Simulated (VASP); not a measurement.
# SrMn2As2: structure and properties in VASP, part 2 of 2

What structure and properties does r2SCAN give SrMn2As2, and how near are they to the measured ones? Left out of this account: 4 further runs (self-consistent run: a volume scan without its fit). The start is a computed cell from the Materials Project.

VASP 6.6.1; r2SCAN, spin-polarised from a ferromagnetic start; plane waves and PAW (Sr_sv, Mn_pv, As).

Still holding for the runs below: The magnetic state follows from one typed start and may not be the lowest.

So far, moment of the cell, from the last line of the log (μB): step 2 (relaxing cell and atoms (r2SCAN)) 9.85; step 5 (band structure (r2SCAN)) 9.85. The relaxed cell has a = 4.342, c = 7.358 Å (conventional setting).

**6. Total and projected DOS (r2SCAN) (continued)**

The density of states has structure finer than the step of the table below, so its rows give means over 1 eV, whole bins alone (the curve runs from -12.0 to 3.53 eV). Peaks (eV: height): total down -11.0: 7.00, -2.5: 9.45, 0.5: 12.1, 1.4: 8.05; total up -4.8: 10.7, -4.3: 13.8, -3.9: 9.78, -3.8: 14.1; Mn d up -4.5: 7.78, -4.3: 10.7, -3.9: 8.68, -3.8: 12.7; Mn d down 0.5: 8.16, 1.4: 6.19, 1.7: 4.16, 2.9: 3.85; As p up -5.3: 0.902, -4.8: 0.923, -4.3: 0.819, -0.9: 0.627.

States under -12.0 eV and over 3.5 eV are left out. Density of states against energy, zero at the Fermi level; means over each step; 7 of 14 lines; values in states/eV/cell:

```
energy (eV)  total down  total up  Mn d up  Mn d down  As p up  As p down  Sr d up
        -11        1.76      1.56   0.0439     0.0242  0.00168    0.00255  0.00322
        -10           0         0        0          0        0          0        0
         -9           0         0        0          0        0          0        0
         -8           0         0        0          0        0          0        0
         -7           0         0        0          0        0          0        0
         -6           0     0.324    0.104          0   0.0423          0  0.00140
         -5       0.151      4.72     2.81    0.00341    0.408     0.0336   0.0108
         -4        1.74      5.66     4.55     0.0662    0.202      0.404   0.0112
         -3        2.67      1.70    0.761      0.250    0.205      0.790   0.0176
         -2        1.45      1.48    0.381      0.232    0.296      0.448   0.0273
         -1           0      1.77    0.434          0    0.445          0   0.0451
          0        1.07     0.340   0.0735      0.594    0.104     0.0115  0.00870
          1        3.86    0.0185  0.00155       2.68   9.5e-4     0.0271  0.00234
          2        3.92      1.14   0.0800       2.90   0.0627     0.0750    0.154
          3        1.66      1.60   0.0735       1.02   0.0991     0.0854    0.208
```

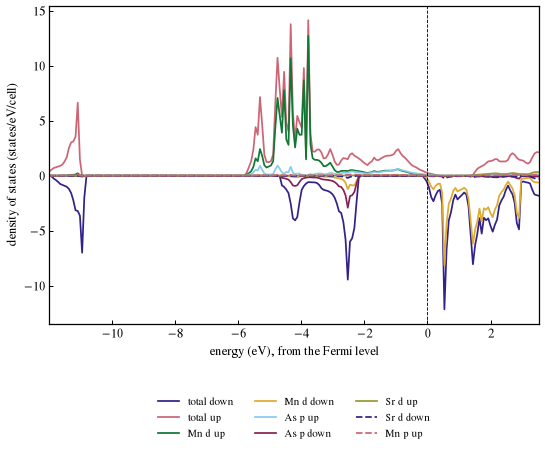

Density of states, plotted against energy. Down spins are drawn negative.

The finer mesh and the other smearing move the Fermi level by +0.01 eV from the 7×7×4 run, a small shift, which tests the Fermi level alone. Of the states within 0.3 eV of the Fermi level, the largest shares in the PAW spheres are Mn d 43 % and As p 9 %. The rest lies in smaller channels or between the spheres.

**7. Zone-centre phonons (r2SCAN)**

Zone-centre modes test whether the atoms sit at a minimum within this cell. IBRION = 6 takes the force constants from differences of forces between displaced cells, so the forces must be tight.

Contents of INCAR:

```
SYSTEM = SrMn2As2
PREC = Accurate
ENCUT = 400
EDIFF = 1E-08
NELM = 100
ISMEAR = 1
SIGMA = 0.2
LREAL = .FALSE.
ALGO = Normal
METAGGA = R2SCAN
LASPH = .TRUE.
NBANDS = 31
ISPIN = 2
MAGMOM = 0.05 4.378 4.378 0.024 0.024
LMAXMIX = 4
LORBIT = 11
LWAVE = .FALSE.
LCHARG = .FALSE.
KPAR = 4
IBRION = 6
NFREE = 2
POTIM = 0.015
ISIF = 2
NSW = 1
```

Contents of POSCAR:

```
SrMn2As2
1.0
    4.3423698347      0.0000000000      0.0000000000
   -2.1711849174      3.7606025895      0.0000000000
    0.0000000000      0.0000000000      7.3576769083
Sr Mn As
1 2 2
Direct
    0.0000000000      0.0000000000      0.0000000000
    0.6666666700      0.3333333300      0.3724332354
    0.3333333300      0.6666666700      0.6275667646
    0.6666666700      0.3333333300      0.7329995248
    0.3333333300      0.6666666700      0.2670004752
```

Contents of KPOINTS:

```
Automatic mesh
0
Gamma
8 8 4
0 0 0
```

PAW data sets: Sr_sv, Mn_pv and As (PBE family, release 64).

Run with:

```
> mpirun -np 4 vasp_std
```

Wall time 74 min (4 MPI ranks of AMD EPYC 7R43, shared host); peak memory 3.6 GiB; 4.9 h of CPU time.

The last energy, forces, stress and levels in OUTCAR belong to the last displaced cell, not to the cell of POSCAR.

This step gave:

```yaml
bands: 31
irreducible_k_points: 35
pressure_of_the_cell: 0.002148 GPa
largest_force_of_the_cell: 0.001911 eV/Å
```

Modes at Γ, with each element's share of the kinetic energy (negative means imaginary):

```
mode  frequency (cm⁻¹)  symmetry  Sr %  Mn %  As %
   1              -6.8  acoustic    22    36    42
   2              -6.8  acoustic    22    36    42
   3              -3.6  acoustic    24    33    42
   4              75.5        Eg     0    49    51
   5              75.5        Eg     0    49    51
   6             106.3        Eu    75    20     4
   7             106.3        Eu    75    20     4
   8             139.8       A1g     0    77    23
   9             143.7       A2u    72     2    25
  10             179.0       A1g     0    23    77
  11             187.9        Eu     3    43    54
  12             187.9        Eu     3    43    54
  13             195.6        Eg     0    51    49
  14             195.6        Eg     0    51    49
  15             196.6       A2u     4    64    32
```

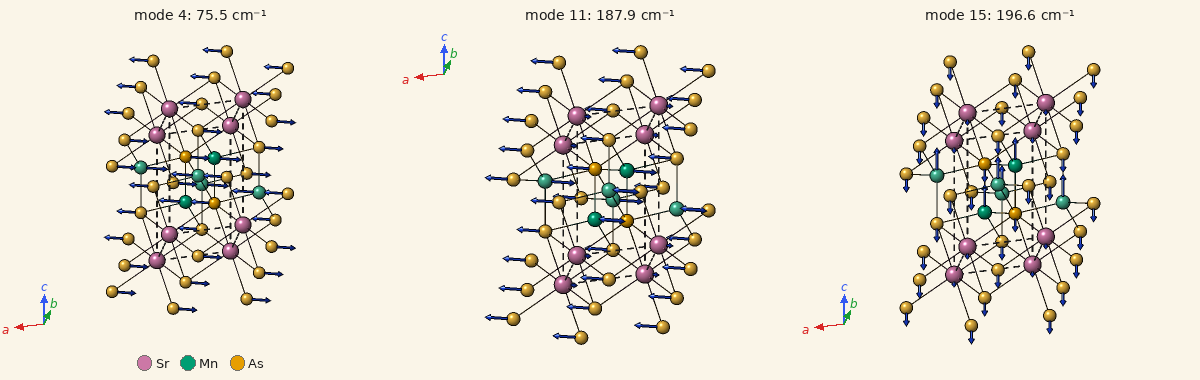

Displacement patterns of modes 4, 11 and 15 at Γ; arrows are exaggerated. Some periodic images of atoms are drawn too.

The three acoustic modes lie within 6.8 cm⁻¹ of zero, and all others are real. By the characters of their eigenvectors the optical modes sort into (cm⁻¹) Raman active: Eg 76, A1g 140, A1g 179, Eg 196; infrared active: Eu 106, A2u 144, Eu 188, A2u 197. With a centre of inversion no mode is active in both.

**8. Results**

| Item | Value |
| --- | --- |
| relaxed volume | 24.03 Å³/atom |
| relaxed conventional cell a, b, c | 4.342, 4.342, 7.358 Å; angles 90.0, 90.0, 120.0° |
| space group after relaxing, within 0.02 Å | P-3m1 (No. 164) |
| moment of the cell (11×11×6 mesh) | 9.91 μB |
| largest site moment (11×11×6 mesh) | 4.39 μB on Mn2 |
| band gap | none, a metal |
| DOS at the Fermi level | 0.884 states/eV/cell |
| highest zone-centre mode | 197 cm⁻¹ |

**Reading.** With r2SCAN, SrMn2As2 relaxes to 24.03 Å³/atom in space group P-3m1, comes out as a metal and keeps moments of up to 4.39 μB (11×11×6 mesh). Band structure (r2SCAN), spin up: Of the bands kept, 3 cross the Fermi level on this path. Band structure (r2SCAN), spin down: Of the bands kept, 1 crosses the Fermi level on this path. Zone-centre phonons (r2SCAN): The highest mode at Γ, 196.6 cm⁻¹, has its largest share on Mn (64 % of the kinetic energy). Spin-orbit coupling is left out; it would split some degenerate bands. The k-sampling is coarse for a metal, so the Fermi level, moments, pressures and the shape of the cell carry errors. Only the typed magnetic starts were tried, so the magnetic ground state may differ and with it the other results. Only ferromagnetic starts were used, while the crystal orders antiferromagnetically, so what depends on the order belongs to another state. Modes at Γ alone can't show that the crystal is stable at other wave vectors. No search among competing phases was made, and a listed structure need not be the one stable at ambient conditions. All values are for a static lattice at zero temperature.

Calculation against experiment:

```
                                            quantity  measured          r2SCAN
                              lattice constant a (Å)      4.29  4.342 (+1.2 %)
                              lattice constant c (Å)      7.24  7.358 (+1.6 %)
moment of Mn (spin part, within the PAW sphere) (μB)       3.6  4.39 (+21.9 %)
```

Measured values from arxiv:1605.02004 (2016).

How well it matches: The lattice constant a is off by +1.2 %. The lattice constant c is off by +1.6 %. The moment of Mn is off by +21.9 %. For lattice constants the calculation has a static lattice, without zero-point motion or thermal expansion (measured at up to 5 K).

[Lines on the potential files, build, host, timing and source positions are cut from VASP's logs without a mark.]

[Logs are printed without paths, hosts, clocks, repeated set-up lines and the standing remarks that a program may print on its own settings, such as how far it seeks lower states.]

[Hosts, paths, dates, database ids (printed as entryN), source tags and the programs' standing remarks are cut or masked in the printed files.]

[Measured values are set beside computed ones only where the two were judged alike; some that the calculation misses by far are left out.]
